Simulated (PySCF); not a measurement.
SMILES [Se]C(C)C (C₃H₇Se), doublet at its PBE0/def2-SVP optimised geometry (Å):

```
11

C      1.4063     0.0390     0.0000
C     -0.1156     0.0390     0.0000
C     -0.7127    -0.8183     1.1066
Se    -0.8508     1.8566     0.0000
H      1.7879    -0.9920    -0.0915
H      1.8019     0.4572     0.9392
H      1.8106     0.6341    -0.8307
H     -0.4748    -0.3350    -0.9778
H     -0.3496    -1.8566     1.0230
H     -0.4190    -0.4429     2.0997
H     -1.8106    -0.8296     1.0616
```

Level of theory: unrestricted PBE0/def2-TZVP (PySCF). Cells within 0.4 Å of a nucleus heavier than hydrogen are left out (blank, or x).

Map of the log10 of the electron density (e/bohr³), floored at −4 on the plane z = 0.0 Å:

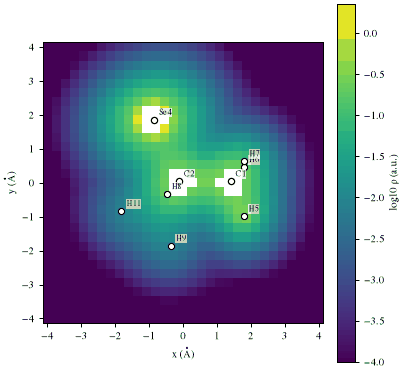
Log10 of the electron density (e/bohr³), floored at −4 on the plane z = 0.0 Å.
